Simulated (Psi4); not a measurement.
**UCAM-B3LYP/def2-SVP (core potential) run of InNH2Cl (SMILES [NH2][In][Cl])**

What is the vertical ionisation energy of InNH2Cl at UCAM-B3LYP/def2-SVP (core potential)? 

Program for the calculation: Psi4 1.11.

### Step 1. The molecule

The species is InNH2Cl (5 atoms), meant as a doublet with charge 0. SMILES: `[NH2][In][Cl]`. The coordinates come from a PBE0-D4/def2-TZVP relaxation. This is one conformer, not always the lowest.

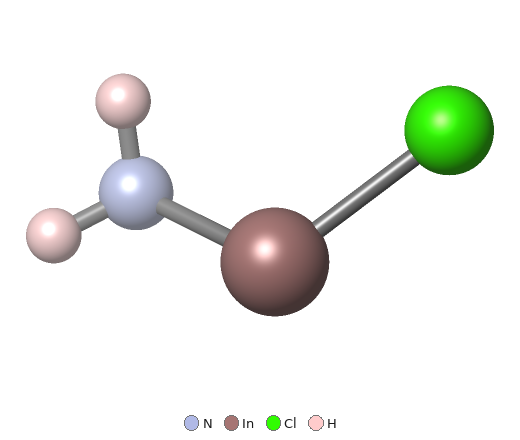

Viewed from a chosen angle; nitrogen light blue, indium brown, chlorine green, hydrogen pink.

### Step 2. Energy and gradient at UCAM-B3LYP/def2-SVP (core potential)

The input, job.in:

```
memory 2200 mb

molecule {
  0 2
  N
  In 1 R2
  Cl 2 R3 1 A3
  H 1 R4 2 A4 3 D4
  H 1 R5 4 A5 2 D5

  R2 = 2.072358
  R3 = 2.369007
  A3 = 113.1207
  R4 = 1.014642
  A4 = 113.009
  D4 = -164.07964
  R5 = 1.017033
  A5 = 107.38364
  D5 = -121.86895
  symmetry c1
}

set basis def2-SVP
set reference uks
set puream true
set e_convergence 1e-09
set d_convergence 1e-08
set scf_type pk
set dft_radial_points 99
set dft_spherical_points 590
set maxiter 100

e, wfn = gradient("cam-b3lyp", return_wfn=True)
oeprop(wfn, "MAYER_INDICES", "QUADRUPOLE", "DIPOLE")
```

Run with:

```
psi4 job.in job.out -n 1
```

job.out (excerpt; [...] marks lines left out):

```text
[...]
    !!!  WARNING: ECP capability is in beta. Please check occupations closely.  !!!
[...]
  Running in c1 symmetry.
[...]
  Nuclear repulsion =  154.716506523154180
[...]
  Multiplicity = 2
[...]
  Nalpha       = 24
  Nbeta        = 23
[...]
    Number of basis functions: 68
[...]
   @UKS iter   1:  -705.75944087616710   -1.10451e+00   1.20650e-02 DIIS/ADIIS
[...]
   @UKS iter  16:  -706.09118336193910   -3.41061e-12   3.96644e-09 DIIS
[...]
   @S^2 Observed:                7.586455908E-01
[...]
    Orbital Energies [Eh]
    ---------------------
    Alpha Occupied:
       1A   -101.531564     2A    -14.397003     3A     -9.485586
       4A     -7.253491     5A     -7.247319     6A     -7.247068
       7A     -4.760367     8A     -3.167894     9A     -3.163506
      10A     -3.160097    11A     -0.922190    12A     -0.879265
      13A     -0.848534    14A     -0.846605    15A     -0.846296
      16A     -0.835592    17A     -0.816822    18A     -0.542551
      19A     -0.493734    20A     -0.406330    21A     -0.360529
      22A     -0.355664    23A     -0.341241    24A     -0.274310
    Alpha Virtual:
      25A     -0.017606    26A      0.049312    27A      0.050969
[...]
  @UKS Final Energy:  -706.09118336193910
   => Energetics <=
    Nuclear Repulsion Energy =            154.7165065231541803
    One-Electron Energy =               -1354.9057164453799942
    Two-Electron Energy =                 533.3579658410291131
    DFT Exchange-Correlation Energy =     -39.2599392807422376
    Empirical Dispersion Energy =           0.0000000000000000
    VV10 Nonlocal Energy =                  0.0000000000000000
    Total Energy =                       -706.0911833619391018
[...]
  -Total Gradient:
     Atom            X                  Y                   Z
    ------   -----------------  -----------------  -----------------
       1        0.003163613600     0.000864233054    -0.002306598467
       2        0.000405851316    -0.003891928815    -0.001485016143
       3        0.000116671986     0.004080968935    -0.001807279987
       4       -0.000690454736    -0.004646893621     0.002927246080
       5       -0.002990721905     0.003585848791     0.002683454930
[...]
 Multipole Moments:
 ------------------------------------------------------------------------------------
     Multipole            Electronic (a.u.)      Nuclear  (a.u.)        Total (a.u.)
 ------------------------------------------------------------------------------------
 L = 1.  Multiply by 2.5417464519 to convert [e a0] to [Debye]
 Dipole X            :         -0.7998894            1.2383142            0.4384248
 Dipole Y            :         30.0470946          -28.9179590            1.1291356
 Dipole Z            :          5.5316149           -6.0162438           -0.4846290
 Magnitude           :                                                    1.3046182
 L = 2.  Multiply by 1.3450342976 to convert [e a0^2] to [Debye ang]
 Quadrupole XX       :        -31.6700205            1.7633236          -29.9066969
 Quadrupole XY       :         -1.0782657            1.0028862           -0.0753795
[...]
```

Wall time 62 s (1 thread of Intel Xeon at 2.50GHz (Skylake/Cascade Lake), shared host); peak memory 0.71 GiB.

### Step 3. The singlet cation: a single-point energy at CAM-B3LYP/def2-SVP (core potential)

The input, clh2inn.xyz:

```xyz
5
ClH2InN
N     -0.142600     0.808600    -0.493900
In    -0.411600    -1.217800    -0.153300
Cl     1.391500    -2.211500     1.018700
H     -0.999700     1.283800    -0.756700
H      0.212300     1.263200     0.343800
```

The input, clh2inn.py:

```python
import psi4

psi4.set_memory('2200 MB')
psi4.set_num_threads(1)
psi4.core.set_output_file('psi4.out', False)

with open('clh2inn.xyz') as f:
    atoms = ''.join(f.readlines()[2:])
m = psi4.geometry('1 1\n' + atoms + 'symmetry c1\nno_reorient\nno_com')

options = {'basis': 'def2-SVP', 'reference': 'rks', 'puream': True, 'e_convergence': 1e-09, 'd_convergence': 1e-08, 'scf_type': 'pk', 'dft_radial_points': 99, 'dft_spherical_points': 590}
psi4.set_options(options)

energy_value, wavefunction = psi4.energy('CAM-B3LYP', return_wfn=True)
psi4.oeprop(wavefunction, 'DIPOLE', 'MULLIKEN_CHARGES', 'WIBERG_LOWDIN_INDICES')
print(f'CAM-B3LYP energy: {energy_value:.10f} Eh')
for k, v in sorted(psi4.core.scalar_variables().items()):
    print(f'{k:45s} {v:18.10f}')
```

Run with:

```
python clh2inn.py
```

psi4.out (excerpt; [...] marks lines left out):

```text
[...]
    !!!  WARNING: ECP capability is in beta. Please check occupations closely.  !!!
[...]
  Running in c1 symmetry.
[...]
  Nuclear repulsion =  154.716518533842418
[...]
  Multiplicity = 1
[...]
  Nalpha       = 23
  Nbeta        = 23
[...]
    Number of basis functions: 68
[...]
   @RKS iter   1:  -705.45080667482057   -7.44030e-01   1.11079e-02 DIIS/ADIIS
[...]
   @RKS iter  14:  -705.77647987678722   -3.29692e-12   4.77662e-09 DIIS
[...]
  @RKS Final Energy:  -705.77647987678722
   => Energetics <=
    Nuclear Repulsion Energy =            154.7165185338424180
    One-Electron Energy =               -1343.3524001594048514
    Two-Electron Energy =                 521.9214418244093849
    DFT Exchange-Correlation Energy =     -39.0620400756342150
    Empirical Dispersion Energy =           0.0000000000000000
    VV10 Nonlocal Energy =                  0.0000000000000000
    Total Energy =                       -705.7764798767872207
[...]
 Multipole Moments:
 ------------------------------------------------------------------------------------
     Multipole            Electronic (a.u.)      Nuclear  (a.u.)        Total (a.u.)
 ------------------------------------------------------------------------------------
 L = 1.  Multiply by 2.5417464519 to convert [e a0] to [Debye]
 Dipole X            :        -26.5606651           24.9940847           -1.5665805
 Dipole Y            :        102.2951118         -103.8633163           -1.5682044
 Dipole Z            :        -19.7204378           19.3288747           -0.3915631
 Magnitude           :                                                    2.2509467
[...]
  Mulliken Charges: (a.u.)
   Center  Symbol    Alpha    Beta     Spin     Total
       1     N     3.62588  3.62588  0.00000 -0.25175
       2    IN    10.03687 10.03687  0.00000  0.92626
       3    CL     8.52752  8.52752  0.00000 -0.05504
       4     H     0.40708  0.40708  0.00000  0.18584
       5     H     0.40265  0.40265  0.00000  0.19470
   Total alpha = 23.00000, Total beta = 23.00000, Total charge =  1.00000
  Wiberg Bond Indices using Orthogonal Lowdin Orbitals:
[...]
```

The script printed:

```text
CAM-B3LYP energy: -705.7764798768 Eh
CURRENT ENERGY                                   -705.7764798768
CURRENT REFERENCE ENERGY                         -705.7764798768
DD SOLVATION ENERGY                                 0.0000000000
DFT FUNCTIONAL TOTAL ENERGY                      -705.7764798768
DFT TOTAL ENERGY                                 -705.7764798768
DFT VV10 ENERGY                                     0.0000000000
DFT XC ENERGY                                     -39.0620400756
GRID ELECTRONS ALPHA                               23.0000003288
GRID ELECTRONS BETA                                23.0000003288
GRID ELECTRONS TOTAL                               46.0000006576
NUCLEAR REPULSION ENERGY                          154.7165185338
ONE-ELECTRON ENERGY                             -1343.3524001594
PCM POLARIZATION ENERGY                             0.0000000000
PE ENERGY                                           0.0000000000
SCF ITERATION ENERGY                             -705.7764798768
SCF ITERATIONS                                     14.0000000000
SCF TOTAL ENERGY                                 -705.7764798768
TWO-ELECTRON ENERGY                               521.9214418244
XC GRID RADIAL POINTS                              99.0000000000
XC GRID SPHERICAL POINTS                          590.0000000000
XC GRID TOTAL POINTS                           277892.0000000000
```

Wall time 24 s (1 thread of Intel Xeon at 2.50GHz (Skylake/Cascade Lake), shared host); peak memory 0.71 GiB.

### Step 4. Results

Level: UCAM-B3LYP/def2-SVP (core potential).

```
                                           quantity          value
                      doublet InNH2Cl: total energy  -706.09118 Eh
                     doublet InNH2Cl: dipole moment         3.32 D
doublet InNH2Cl: HOMO energy (highest over α and β)       -7.46 eV
 doublet InNH2Cl: LUMO energy (lowest over α and β)       -2.63 eV
                              doublet InNH2Cl: ⟨S²⟩          0.759
          doublet InNH2Cl: largest force on an atom     0.285 eV/Å
                       singlet cation: total energy  -705.77648 Eh
                        singlet cation: HOMO energy      -15.01 eV
                        singlet cation: LUMO energy       -9.65 eV
                      singlet cation: HOMO–LUMO gap        5.37 eV
 vertical ionisation energy (to the singlet cation)       8.564 eV
```

What this shows: The vertical ionisation energy comes to 8.56 eV (826 kJ/mol). The largest force (doublet InNH2Cl) is 0.28 eV/Å: the shape isn't a stationary point for this species at this level. Only the singlet of the ionised species was computed; a triplet could lie lower.
